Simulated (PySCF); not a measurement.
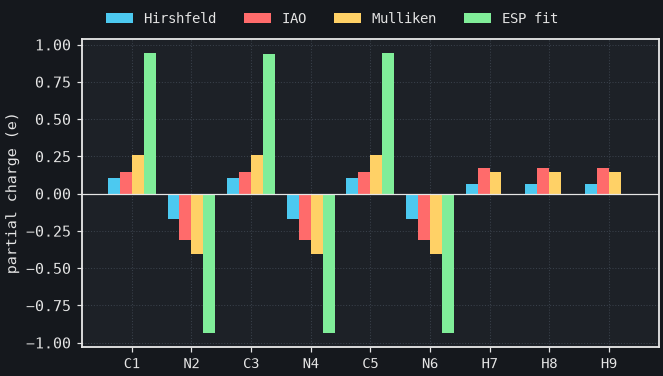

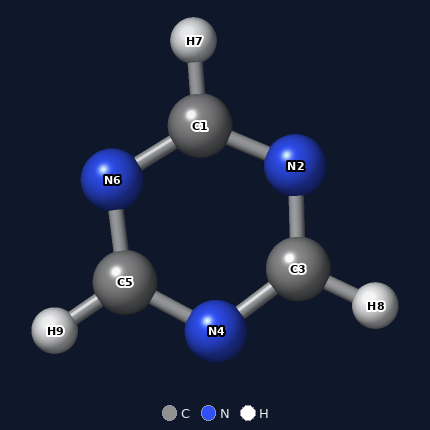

Atomic charges of C₃H₃N₃, SMILES c1ncncn1 by 4 schemes, PBE0/pcSseg-1, PySCF, at a PBE0-D3(BJ)/def2-SVP geometry (no frequency check).

Q: On which atom do the schemes disagree most?

A: On C1, C3 and C5 alike; for C1: Hirshfeld 0.10, IAO 0.14, Mulliken 0.26, ESP fit 0.94 e.

Q: Which scheme gives the smallest charges overall?

A: Hirshfeld: mean absolute charge Hirshfeld 0.11, IAO 0.21, Mulliken 0.27, ESP fit 0.63 e.
